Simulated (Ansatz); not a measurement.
Cell of fcc Cu (0 0 1) on alpha cristobalite (0 0 1) (film strained to the substrate, faces as cut), relaxed at this level with a, b, gamma of the cell held:

```yaml
crystal:
  lattice:
    - [5.08261, 0.00005, -0.07967]
    - [-0.00020, 5.08307, -0.00118]
    - [1.69839, -1.69760, 25.60109]
  atoms:
    - { symbol: Si, position: [0.10929, 0.37514, 0.18674] }
    - { symbol: Si, position: [0.76103, 0.90036, 0.04558] }
    - { symbol: Si, position: [0.62627, 0.42557, 0.11692] }
    - { symbol: Si, position: [0.17850, 0.89842, 0.25631] }
    - { symbol: O, position: [0.12606, 0.59570, 0.23516] }
    - { symbol: O, position: [0.32221, 0.43164, 0.13957] }
    - { symbol: O, position: [0.69560, 0.70640, 0.09299] }
    - { symbol: O, position: [0.81559, 0.37711, 0.16445] }
    - { symbol: O, position: [0.08054, 0.90904, 0.03006] }
    - { symbol: O, position: [0.16147, 0.08667, 0.20792] }
    - { symbol: O, position: [0.47196, 0.91677, 0.27862] }
    - { symbol: O, position: [0.66266, 0.19483, 0.06996] }
    - { symbol: Si, position: [0.03757, 0.47521, 0.46527] }
    - { symbol: Si, position: [0.66079, 0.00266, 0.32593] }
    - { symbol: Si, position: [0.55614, 0.52597, 0.39549] }
    - { symbol: Si, position: [0.13713, 0.00052, 0.53661] }
    - { symbol: O, position: [0.05282, 0.70576, 0.51217] }
    - { symbol: O, position: [0.25087, 0.52238, 0.41762] }
    - { symbol: O, position: [0.61838, 0.81466, 0.37435] }
    - { symbol: O, position: [0.74472, 0.47064, 0.44278] }
    - { symbol: O, position: [0.96562, 0.98422, 0.30364] }
    - { symbol: O, position: [0.09296, 0.19439, 0.48932] }
    - { symbol: O, position: [0.44888, 0.99510, 0.55200] }
    - { symbol: O, position: [0.59845, 0.30558, 0.34706] }
    - { symbol: Cu, position: [0.69045, 0.03829, 0.68469] }
    - { symbol: Cu, position: [0.19598, 0.03781, 0.68477] }
    - { symbol: Cu, position: [0.69070, 0.53552, 0.68200] }
    - { symbol: Cu, position: [0.19772, 0.53628, 0.68245] }
    - { symbol: Cu, position: [0.46710, 0.27466, 0.61003] }
    - { symbol: Cu, position: [0.96115, 0.25303, 0.61335] }
    - { symbol: Cu, position: [0.46557, 0.76065, 0.61116] }
    - { symbol: Cu, position: [0.95939, 0.76374, 0.61480] }
    - { symbol: Cu, position: [0.65772, 0.09179, 0.82732] }
    - { symbol: Cu, position: [0.15664, 0.08995, 0.82652] }
    - { symbol: Cu, position: [0.65719, 0.58863, 0.82718] }
    - { symbol: Cu, position: [0.15698, 0.58896, 0.82684] }
    - { symbol: Cu, position: [0.42573, 0.31471, 0.75567] }
    - { symbol: Cu, position: [0.92529, 0.31515, 0.75502] }
    - { symbol: Cu, position: [0.42589, 0.81321, 0.75577] }
    - { symbol: Cu, position: [0.92462, 0.81147, 0.75497] }
    - { symbol: Cu, position: [0.61903, 0.14041, 0.96788] }
    - { symbol: Cu, position: [0.12454, 0.14345, 0.97100] }
    - { symbol: Cu, position: [0.62017, 0.64997, 0.96910] }
    - { symbol: Cu, position: [0.12445, 0.62947, 0.97190] }
    - { symbol: Cu, position: [0.38545, 0.36768, 0.90024] }
    - { symbol: Cu, position: [0.89163, 0.36708, 0.89985] }
    - { symbol: Cu, position: [0.38702, 0.86563, 0.89760] }
    - { symbol: Cu, position: [0.89151, 0.86582, 0.89768] }
```

These are PBE (plane waves to 420 eV, PAW; Ansatz, a first-principles code) values and carry that method's errors. No spin–orbit coupling; the runs are not spin-polarised. Its k-point mesh 5×5×1, Fermi–Dirac width 0.05 eV.

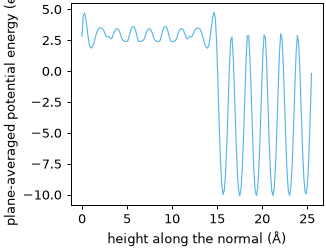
Figure: Smooth (PAW) electrostatic potential energy of an electron, averaged over planes, about its mean

The curve spans 14.8 eV over the stretch drawn.
